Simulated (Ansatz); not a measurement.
**Hypothetical zinc blende BaS: pressure series**

Take BaS in the zinc blende structure (space group F-43m, No. 216; a hypothetical phase, not in the database extracts checked) as the base.

```cif
data_BaS
_chemical_formula_sum 'S1 Ba1'
_space_group_name_H-M_alt 'P 1'
_space_group_IT_number 1
_cell_length_a 4.97491
_cell_length_b 4.97491
_cell_length_c 4.97491
_cell_angle_alpha 60.000
_cell_angle_beta 60.000
_cell_angle_gamma 60.000
loop_
_space_group_symop_operation_xyz
  'x, y, z'
loop_
_atom_site_label
_atom_site_type_symbol
_atom_site_fract_x
_atom_site_fract_y
_atom_site_fract_z
_atom_site_occupancy
S1 S 0.75000 0.75000 0.75000 1
Ba1 Ba 0.00000 0.00000 0.00000 1
```

Cell and atoms are relaxed at each pressure.

Calculations: Kohn–Sham DFT with the PBE functional, run in Ansatz (a program for electronic structure) with PAW and 420 eV plane waves, no spin-orbit coupling.

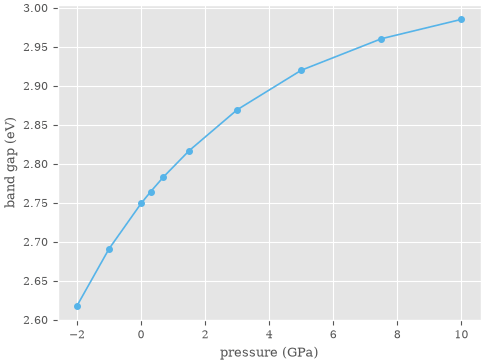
Figure. Band gap against pressure

```json
[
 {"pressure (GPa)": "-2", "band gap": "2.62 eV"},
 {"pressure (GPa)": "-1", "band gap": "2.69 eV"},
 {"pressure (GPa)": "0.3", "band gap": "2.76 eV"},
 {"pressure (GPa)": "0.7", "band gap": "2.78 eV"},
 {"pressure (GPa)": "1.5", "band gap": "2.82 eV"},
 {"pressure (GPa)": "3", "band gap": "2.87 eV"},
 {"pressure (GPa)": "5", "band gap": "2.92 eV"},
 {"pressure (GPa)": "7.5", "band gap": "2.96 eV"},
 {"pressure (GPa)": "10", "band gap": "2.99 eV"}
]
```

Load acts through the strain it causes; cell and atoms are relaxed under it. Stability against distortions was not tested. Competing high-pressure phases were not computed.
